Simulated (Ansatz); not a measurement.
C$_{3}$H$_{6}$GeO: geometry relaxation (part 2 of 2)

C$_{3}$H$_{6}$GeO; RKS B3LYP-D4/def2-SVP (Ansatz 0.2.0). It belongs to a series of runs on one base structure; here: end point B relaxed.

Geometry of the input (Å):
```
C  -0.0263  1.7421  2.2127
C  0.3023  0.7202  1.7804
O  0.7049  -0.4805  1.2914
Ge -0.0004  -1.2252  -0.1298
C  0.0793  -0.0562  -1.6769
H  -0.4094  2.7370  2.5677
H  0.6338  -2.5866  -0.4495
H  1.1058  -1.3200  1.6299
H  -0.4106  0.9350  -1.3852
H  1.1513  0.1273  -1.8622
H  -0.4260  -0.5141  -2.5159
```

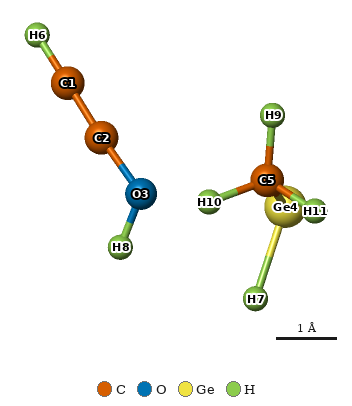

*The geometry at step 19 of the log (ball-and-stick view, seen at a tilt; atoms are numbered from 1 in the order of the input).*

### Trajectory as extended XYZ, continued
```
11
Properties=species:S:1:pos:R:3:forces:R:3 step=8 energy=-61761.09181
C     0.0449    1.7623    2.4117   -0.0018   0.0118   0.0019
C     0.4199    0.7365    1.8981    0.0133  -0.0252   0.0182
O     0.7945   -0.3536    1.2666   -0.0198  -0.0073  -0.0363
Ge   -0.6195   -1.4716   -0.3971   -0.0319   0.0151  -0.0065
C     0.0282   -0.1423   -1.7685    0.0106   0.0096   0.0159
H    -0.2860    2.6722    2.8729    0.0038   0.0007   0.0073
H     0.6845   -2.4131   -0.5075    0.0297  -0.0097   0.0029
H     1.2257   -0.9940    1.8569    0.0037   0.0220   0.0138
H    -0.5603    0.7874   -1.7330    0.0001   0.0036  -0.0018
H     1.0993    0.0930   -1.6735   -0.0065  -0.0014   0.0031
H    -0.1265   -0.5978   -2.7639   -0.0014  -0.0193  -0.0184
11
Properties=species:S:1:pos:R:3:forces:R:3 step=9 energy=-61761.09194
C     0.0553    1.7706    2.5375    0.0583  -0.1736  -0.0674
C     0.3889    0.7606    1.9603    0.0099   0.0791  -0.0192
O     0.7186   -0.2943    1.2429    0.1667  -0.1510   0.3449
Ge   -0.6613   -1.4516   -0.4314    0.0571  -0.0145   0.0319
C     0.0328   -0.1816   -1.8356   -0.0028   0.0257  -0.0790
H    -0.2318    2.6646    3.0609    0.0171  -0.0929  -0.0403
H     0.6770   -2.3659   -0.4251   -0.0572   0.0126  -0.0114
H     1.2653   -0.9380    1.7439   -0.2704   0.3440  -0.2289
H    -0.5712    0.7424   -1.8805    0.0769  -0.1059  -0.0055
H     1.0968    0.0708   -1.6973   -0.0673   0.0123  -0.0225
H    -0.0654   -0.6987   -2.8131    0.0117   0.0643   0.0976
11
Properties=species:S:1:pos:R:3:forces:R:3 step=10 energy=-61761.09620
C     0.0554    1.7686    2.5181    0.0240  -0.0657  -0.0131
C     0.3963    0.7606    1.9459    0.0072   0.0159  -0.0293
O     0.7320   -0.2990    1.2426    0.0222  -0.0259   0.1024
Ge   -0.6557   -1.4530   -0.4217    0.0180   0.0002   0.0115
C     0.0340   -0.1757   -1.8216   -0.0059   0.0012  -0.0332
H    -0.2402    2.6603    3.0368    0.0017  -0.0248  -0.0072
H     0.6652   -2.3874   -0.4472   -0.0193   0.0185   0.0052
H     1.2590   -0.9365    1.7573   -0.0583   0.0925  -0.0558
H    -0.5735    0.7429   -1.8621    0.0262  -0.0322  -0.0041
H     1.0952    0.0856   -1.6864   -0.0242  -0.0023  -0.0044
H    -0.0629   -0.6874   -2.7992    0.0085   0.0225   0.0282
11
Properties=species:S:1:pos:R:3:forces:R:3 step=11 energy=-61761.09833
C     0.0531    1.7632    2.5653    0.0028  -0.0265  -0.0373
C     0.3623    0.7749    1.9437    0.0013   0.0128   0.0609
O     0.6488   -0.2788    1.2165   -0.0259  -0.0041  -0.0312
Ge   -0.6907   -1.4651   -0.4369    0.0136   0.0103   0.0142
C     0.0500   -0.1999   -1.8225    0.0160   0.0072  -0.0431
H    -0.2193    2.6423    3.1157    0.0052  -0.0014   0.0114
H     0.6391   -2.3850   -0.3879   -0.0092  -0.0033  -0.0028
H     1.3286   -0.8472    1.6135    0.0158   0.0172   0.0266
H    -0.5384    0.7301   -1.8664    0.0019  -0.0068  -0.0069
H     1.1130    0.0432   -1.6724   -0.0155  -0.0014   0.0047
H    -0.0417   -0.6986   -2.8061   -0.0060  -0.0039   0.0035
11
Properties=species:S:1:pos:R:3:forces:R:3 step=12 energy=-61761.09967
C     0.0542    1.7644    2.6112    0.0018  -0.0246  -0.0283
C     0.3572    0.7796    1.9811    0.0018   0.0215   0.0322
O     0.6374   -0.2679    1.2422    0.0598  -0.0441  -0.0103
Ge   -0.6871   -1.4381   -0.4369   -0.0616  -0.0215  -0.0083
C     0.0501   -0.2108   -1.8605    0.0167   0.0204   0.0000
H    -0.2114    2.6403    3.1704    0.0043  -0.0108   0.0079
H     0.6276   -2.3798   -0.3864    0.0065   0.0264   0.0028
H     1.3421   -0.8240    1.6171   -0.0493   0.0573  -0.0153
H    -0.5398    0.7169   -1.9354    0.0113  -0.0268   0.0058
H     1.1116    0.0388   -1.7114    0.0018   0.0077  -0.0171
H    -0.0372   -0.7403   -2.8289    0.0069  -0.0055   0.0306
11
Properties=species:S:1:pos:R:3:forces:R:3 step=13 energy=-61761.09256 accepted=F
C     0.0540    1.7560    2.6534    0.0181  -0.0878  -0.0817
C     0.3391    0.7861    1.9904   -0.0359   0.1107   0.0862
O     0.5937   -0.2507    1.2276    0.7192  -0.4223   0.2861
Ge   -0.7242   -1.4284   -0.4433    0.0665  -0.0164  -0.0265
C     0.0611   -0.2297   -1.8684   -0.0565   0.0486  -0.0079
H    -0.1969    2.6202    3.2382    0.0132  -0.0322  -0.0054
H     0.6001   -2.3557   -0.3533   -0.0371  -0.0178   0.0162
H     1.3899   -0.7599    1.5241   -0.7148   0.4471  -0.2797
H    -0.5244    0.6980   -1.9743    0.0233  -0.0198  -0.0097
H     1.1201    0.0209   -1.7042    0.0003  -0.0044   0.0038
H    -0.0078   -0.7778   -2.8276    0.0037  -0.0057   0.0185
11
Properties=species:S:1:pos:R:3:forces:R:3 step=14 energy=-61761.10189
C     0.0558    1.7519    2.6375    0.0011  -0.0056  -0.0087
C     0.3659    0.7871    1.9810   -0.0068   0.0242   0.0270
O     0.6542   -0.2357    1.2110   -0.0173   0.0353  -0.0197
Ge   -0.7059   -1.4086   -0.4279    0.0055  -0.0043  -0.0116
C     0.0531   -0.2197   -1.8731   -0.0160   0.0080  -0.0113
H    -0.2146    2.6090    3.2230    0.0028  -0.0105   0.0042
H     0.6067   -2.3505   -0.3500   -0.0076  -0.0119  -0.0050
H     1.3356   -0.8148    1.5887    0.0259  -0.0196   0.0120
H    -0.5431    0.6993   -1.9884    0.0112  -0.0149  -0.0046
H     1.1100    0.0446   -1.7158   -0.0036  -0.0069   0.0006
H    -0.0129   -0.7836   -2.8235    0.0049   0.0062   0.0171
11
Properties=species:S:1:pos:R:3:forces:R:3 step=15 energy=-61761.10155 accepted=F
C     0.0560    1.7384    2.6837    0.0482  -0.1258  -0.1092
C     0.3708    0.8074    1.9786   -0.0937   0.1707   0.1497
O     0.6600   -0.1800    1.1624    0.2117  -0.0962   0.1562
Ge   -0.7192   -1.3773   -0.4184   -0.0570   0.0184  -0.0145
C     0.0587   -0.2355   -1.8935    0.0249  -0.0461  -0.0128
H    -0.2187    2.5658    3.3116    0.0238  -0.0599  -0.0373
H     0.5734   -2.3419   -0.2881    0.0162   0.0104  -0.0461
H     1.3347   -0.7847    1.5279   -0.1689   0.1471  -0.1085
H    -0.5347    0.6795   -2.0482   -0.0040  -0.0204   0.0107
H     1.1124    0.0357   -1.7269    0.0004  -0.0056   0.0014
H     0.0113   -0.8286   -2.8266   -0.0016   0.0074   0.0103
11
Properties=species:S:1:pos:R:3:forces:R:3 step=16 energy=-61761.10305
C     0.0558    1.7480    2.6643    0.0066  -0.0144  -0.0128
C     0.3683    0.7972    1.9883   -0.0196   0.0314   0.0254
O     0.6590   -0.2092    1.1971    0.0129   0.0279   0.0119
Ge   -0.7131   -1.3917   -0.4238   -0.0008   0.0057  -0.0253
C     0.0556   -0.2290   -1.8864   -0.0322   0.0004  -0.0204
H    -0.2162    2.5923    3.2681    0.0062  -0.0221  -0.0058
H     0.5903   -2.3458   -0.3382   -0.0020  -0.0071   0.0008
H     1.3362   -0.7980    1.5691    0.0056  -0.0044  -0.0031
H    -0.5401    0.6878   -2.0241    0.0183  -0.0261  -0.0007
H     1.1110    0.0390   -1.7253   -0.0015  -0.0079   0.0011
H    -0.0020   -0.8116   -2.8265    0.0064   0.0166   0.0289
11
Properties=species:S:1:pos:R:3:forces:R:3 step=17 energy=-61761.10418
C     0.0543    1.7430    2.6895    0.0139  -0.0276  -0.0207
C     0.3719    0.8080    1.9937   -0.0267   0.0311   0.0206
O     0.6686   -0.1804    1.1807    0.0232   0.0363   0.0469
Ge   -0.7219   -1.3745   -0.4205   -0.0013   0.0134  -0.0267
C     0.0575   -0.2386   -1.8988   -0.0323  -0.0077  -0.0252
H    -0.2216    2.5729    3.3119    0.0100  -0.0347  -0.0176
H     0.5724   -2.3405   -0.3237   -0.0006  -0.0026   0.0012
H     1.3388   -0.7804    1.5490   -0.0096   0.0077  -0.0142
H    -0.5336    0.6783   -2.0558    0.0198  -0.0321   0.0027
H     1.1126    0.0279   -1.7339   -0.0009  -0.0051   0.0002
H     0.0057   -0.8367   -2.8296    0.0044   0.0211   0.0328
11
Properties=species:S:1:pos:R:3:forces:R:3 step=18 energy=-61761.10558
C     0.0512    1.7342    2.7289    0.0328  -0.0699  -0.0522
C     0.3774    0.8236    2.0039   -0.0370   0.0456   0.0243
O     0.6841   -0.1367    1.1587    0.0181   0.0686   0.1049
Ge   -0.7360   -1.3451   -0.4160    0.0121   0.0181  -0.0289
C     0.0605   -0.2543   -1.9197   -0.0345  -0.0105  -0.0261
H    -0.2313    2.5418    3.3786    0.0176  -0.0582  -0.0405
H     0.5448   -2.3284   -0.3002   -0.0054   0.0015   0.0018
H     1.3454   -0.7518    1.5197   -0.0267   0.0209  -0.0273
H    -0.5218    0.6633   -2.1047    0.0245  -0.0409   0.0050
H     1.1161    0.0079   -1.7509   -0.0010  -0.0004  -0.0004
H     0.0144   -0.8754   -2.8358   -0.0004   0.0253   0.0394
11
Properties=species:S:1:pos:R:3:forces:R:3 step=19 energy=-61761.10660
C     0.0481    1.7215    2.7760    0.0559  -0.1211  -0.0971
C     0.3822    0.8413    2.0164   -0.0494   0.0737   0.0383
O     0.6987   -0.0838    1.1334   -0.0124   0.1171   0.1606
Ge   -0.7518   -1.3078   -0.4109    0.0192   0.0289  -0.0359
C     0.0660   -0.2724   -1.9438   -0.0511  -0.0217  -0.0400
H    -0.2407    2.5015    3.4578    0.0275  -0.0854  -0.0699
H     0.5094   -2.3140   -0.2685   -0.0035   0.0117  -0.0005
H     1.3537   -0.7139    1.4799   -0.0213   0.0155  -0.0273
H    -0.5077    0.6435   -2.1648    0.0380  -0.0633   0.0139
H     1.1221   -0.0126   -1.7735   -0.0019   0.0003   0.0008
H     0.0246   -0.9243   -2.8394   -0.0010   0.0441   0.0572
11
Properties=species:S:1:pos:R:3:forces:R:3 step=20 energy=-61761.10772
C     0.0467    1.7113    2.8034    0.0490  -0.1021  -0.0866
C     0.3816    0.8493    2.0240   -0.0451   0.0745   0.0463
O     0.6988   -0.0554    1.1216    0.0104   0.0834   0.1447
Ge   -0.7631   -1.2827   -0.4082    0.0567   0.0080  -0.0395
C     0.0694   -0.2865   -1.9580   -0.0547   0.0124  -0.0275
H    -0.2433    2.4750    3.5021    0.0235  -0.0713  -0.0604
H     0.4992   -2.2851   -0.2476   -0.0226  -0.0171   0.0113
H     1.3578   -0.6906    1.4527   -0.0425   0.0302  -0.0384
H    -0.4933    0.6312   -2.1962    0.0314  -0.0465   0.0023
H     1.1278   -0.0348   -1.7894   -0.0036  -0.0008   0.0008
H     0.0231   -0.9528   -2.8420   -0.0025   0.0292   0.0469
11
Properties=species:S:1:pos:R:3:forces:R:3 step=21 energy=-61761.10449 accepted=F
C     0.0405    1.6824    2.9096    0.1015  -0.2186  -0.2420
C     0.3799    0.8933    2.0551   -0.1024   0.1838   0.2124
O     0.7015    0.0699    1.0787    0.1422  -0.0679   0.1371
Ge   -0.7682   -1.2048   -0.4029   -0.1418  -0.0003  -0.0295
C     0.0858   -0.3270   -2.0134    0.0573  -0.0489   0.0421
H    -0.2556    2.3810    3.6728    0.0407  -0.0969  -0.1004
H     0.4270   -2.2789   -0.1647    0.0369   0.1061  -0.0380
H     1.3709   -0.5881    1.3501   -0.1404   0.1675  -0.0290
H    -0.4465    0.5921   -2.3070   -0.0018  -0.0440   0.0377
H     1.1520   -0.0973   -1.8608    0.0029   0.0012  -0.0245
H     0.0174   -1.0435   -2.8548    0.0050   0.0181   0.0342
11
Properties=species:S:1:pos:R:3:forces:R:3 step=22 energy=-61761.10972
C     0.0444    1.6907    2.8449    0.0199  -0.0283  -0.0283
C     0.3830    0.8699    2.0258   -0.0094   0.0027   0.0041
O     0.7049    0.0102    1.0834   -0.0030   0.0309   0.0902
Ge   -0.7810   -1.2485   -0.4052    0.0392   0.0258  -0.0107
C     0.0796   -0.3040   -1.9704   -0.0262  -0.0250  -0.0171
H    -0.2504    2.4180    3.5779    0.0139  -0.0396  -0.0350
H     0.4573   -2.2747   -0.1999   -0.0096   0.0111  -0.0054
H     1.3661   -0.6380    1.3832   -0.0308   0.0336  -0.0151
H    -0.4701    0.6112   -2.2417    0.0103  -0.0205   0.0071
H     1.1398   -0.0589   -1.8034   -0.0067  -0.0056   0.0071
H     0.0313   -0.9969   -2.8320    0.0024   0.0149   0.0031
11
Properties=species:S:1:pos:R:3:forces:R:3 step=23 energy=-61761.11060
C     0.0430    1.6783    2.9062    0.0240  -0.0449  -0.0530
C     0.3789    0.8896    2.0549   -0.0113   0.0055   0.0159
O     0.6984    0.0657    1.0807    0.0181   0.0185   0.0374
Ge   -0.7834   -1.2017   -0.4057   -0.0114  -0.0233  -0.0219
C     0.0864   -0.3313   -2.0081   -0.0043   0.0126   0.0153
H    -0.2508    2.3769    3.6664    0.0110  -0.0279  -0.0238
H     0.4358   -2.2470   -0.1757   -0.0065   0.0288   0.0100
H     1.3692   -0.5865    1.3488   -0.0283   0.0385   0.0058
H    -0.4470    0.5850   -2.3057    0.0080  -0.0136  -0.0027
H     1.1514   -0.0999   -1.8519    0.0014  -0.0015  -0.0045
H     0.0226   -1.0501   -2.8473   -0.0007   0.0074   0.0214
11
Properties=species:S:1:pos:R:3:forces:R:3 step=24 energy=-61761.11119
C     0.0435    1.6709    2.9071    0.0229  -0.0422  -0.0511
C     0.3795    0.8893    2.0494   -0.0095   0.0164   0.0283
O     0.6990    0.0733    1.0690    0.0098   0.0200   0.0380
Ge   -0.7916   -1.1973   -0.4061    0.0062  -0.0061  -0.0073
C     0.0874   -0.3320   -2.0063    0.0029  -0.0055   0.0110
H    -0.2504    2.3632    3.6729    0.0095  -0.0243  -0.0205
H     0.4296   -2.2352   -0.1554   -0.0096   0.0146  -0.0100
H     1.3712   -0.5798    1.3318   -0.0331   0.0340   0.0003
H    -0.4440    0.5824   -2.3132    0.0026  -0.0139   0.0027
H     1.1516   -0.0998   -1.8453   -0.0014  -0.0012  -0.0032
H     0.0288   -1.0559   -2.8413   -0.0002   0.0082   0.0119
11
Properties=species:S:1:pos:R:3:forces:R:3 step=25 energy=-61761.11110 accepted=F
C     0.0466    1.6638    2.9137   -0.0009   0.0078   0.0130
C     0.3803    0.8909    2.0487   -0.0665   0.1044   0.0473
O     0.6964    0.0911    1.0580    0.0740  -0.0882  -0.0138
Ge   -0.7957   -1.1911   -0.4066   -0.0188   0.0069  -0.0045
C     0.0897   -0.3366   -2.0067    0.0008  -0.0035  -0.0111
H    -0.2459    2.3474    3.6864    0.0010  -0.0017   0.0104
H     0.4227   -2.2267   -0.1505    0.0124  -0.0089   0.0037
H     1.3640   -0.5645    1.3240   -0.0040  -0.0187  -0.0539
H    -0.4413    0.5741   -2.3238    0.0026   0.0014   0.0036
H     1.1533   -0.1031   -1.8442   -0.0019   0.0020   0.0008
H     0.0346   -1.0664   -2.8365    0.0011  -0.0015   0.0046
11
Properties=species:S:1:pos:R:3:forces:R:3 step=26 energy=-61761.11150
C     0.0450    1.6683    2.9089    0.0073  -0.0073  -0.0095
C     0.3797    0.8910    2.0478   -0.0109   0.0078  -0.0016
O     0.6980    0.0815    1.0629    0.0153  -0.0050   0.0187
Ge   -0.7946   -1.1957   -0.4061    0.0086  -0.0007  -0.0066
C     0.0889   -0.3340   -2.0044   -0.0058   0.0005   0.0031
H    -0.2479    2.3560    3.6780    0.0013  -0.0043   0.0022
H     0.4274   -2.2310   -0.1554   -0.0038   0.0014   0.0028
H     1.3663   -0.5747    1.3260   -0.0132   0.0106  -0.0099
H    -0.4428    0.5784   -2.3153    0.0016  -0.0012  -0.0020
H     1.1525   -0.1007   -1.8425   -0.0007  -0.0012   0.0017
H     0.0323   -1.0601   -2.8373    0.0004  -0.0005   0.0012
11
Properties=species:S:1:pos:R:3:forces:R:3 step=27 energy=-61761.11180
C     0.0463    1.6564    2.9326    0.0143  -0.0270  -0.0324
C     0.3791    0.9000    2.0519   -0.0245   0.0416   0.0311
O     0.6957    0.1145    1.0470    0.0148  -0.0063   0.0228
Ge   -0.8038   -1.1751   -0.4064    0.0049   0.0035  -0.0059
C     0.0933   -0.3451   -2.0140   -0.0089  -0.0037  -0.0080
H    -0.2456    2.3253    3.7191    0.0061  -0.0139  -0.0091
H     0.4104   -2.2139   -0.1326   -0.0010   0.0011   0.0004
H     1.3654   -0.5465    1.2943   -0.0113   0.0071  -0.0114
H    -0.4325    0.5636   -2.3461    0.0049  -0.0090   0.0041
H     1.1570   -0.1132   -1.8499   -0.0004   0.0002   0.0018
H     0.0394   -1.0870   -2.8334    0.0011   0.0064   0.0065
11
Properties=species:S:1:pos:R:3:forces:R:3 step=28 energy=-61761.11195
C     0.0482    1.6441    2.9570    0.0193  -0.0415  -0.0499
C     0.3781    0.9098    2.0562   -0.0277   0.0516   0.0390
O     0.6925    0.1495    1.0308    0.0078   0.0059   0.0408
Ge   -0.8134   -1.1537   -0.4074    0.0021   0.0045  -0.0059
C     0.0979   -0.3573   -2.0241   -0.0113  -0.0039  -0.0152
H    -0.2416    2.2925    3.7616    0.0092  -0.0196  -0.0183
H     0.3939   -2.1944   -0.1090    0.0003   0.0004  -0.0009
H     1.3623   -0.5176    1.2617   -0.0093   0.0047  -0.0110
H    -0.4221    0.5469   -2.3778    0.0082  -0.0157   0.0084
H     1.1611   -0.1259   -1.8567    0.0006   0.0020   0.0006
H     0.0478   -1.1148   -2.8297    0.0006   0.0116   0.0122
11
Properties=species:S:1:pos:R:3:forces:R:3 step=29 energy=-61761.11203
C     0.0491    1.6423    2.9598    0.0112  -0.0230  -0.0265
C     0.3778    0.9116    2.0562   -0.0152   0.0251   0.0115
O     0.6914    0.1547    1.0282    0.0038   0.0064   0.0321
Ge   -0.8149   -1.1510   -0.4078    0.0017   0.0034  -0.0039
C     0.0986   -0.3590   -2.0252   -0.0072  -0.0030  -0.0091
H    -0.2395    2.2871    3.7671    0.0050  -0.0102  -0.0086
H     0.3920   -2.1909   -0.1053    0.0003  -0.0003  -0.0001
H     1.3596   -0.5147    1.2564   -0.0053   0.0025  -0.0074
H    -0.4215    0.5435   -2.3821    0.0049  -0.0087   0.0048
H     1.1613   -0.1260   -1.8562    0.0002   0.0014   0.0003
H     0.0509   -1.1187   -2.8284    0.0006   0.0065   0.0067
11
Properties=species:S:1:pos:R:3:forces:R:3 step=30 energy=-61761.11209
C     0.0509    1.6387    2.9679    0.0009   0.0000   0.0037
C     0.3768    0.9156    2.0579   -0.0010  -0.0040  -0.0154
O     0.6884    0.1663    1.0241    0.0019   0.0026   0.0117
Ge   -0.8178   -1.1439   -0.4092   -0.0024  -0.0014  -0.0012
C     0.1003   -0.3634   -2.0292   -0.0004   0.0010   0.0006
H    -0.2351    2.2761    3.7816    0.0001   0.0000   0.0009
H     0.3873   -2.1838   -0.0979    0.0006   0.0011   0.0009
H     1.3551   -0.5066    1.2462   -0.0008   0.0007  -0.0013
H    -0.4200    0.5355   -2.3939    0.0006   0.0000  -0.0004
H     1.1618   -0.1270   -1.8579    0.0002   0.0002  -0.0005
H     0.0569   -1.1286   -2.8271    0.0002  -0.0003   0.0011
```

### Summary

| quantity | value |
| --- | --- |
| outcome | converged |
| total energy | −61761.1124 eV |
| mean-field energy | −61760.7732 eV |
| largest force (length of the vector) at the end | 0.016 eV/Å |
| hardware | 2 threads of Arm Neoverse V1, 24 GiB of memory available, shared host |
| wall time | 1.9 min (CPU time 3.7 min) |
| peak memory | 0.3 GiB |
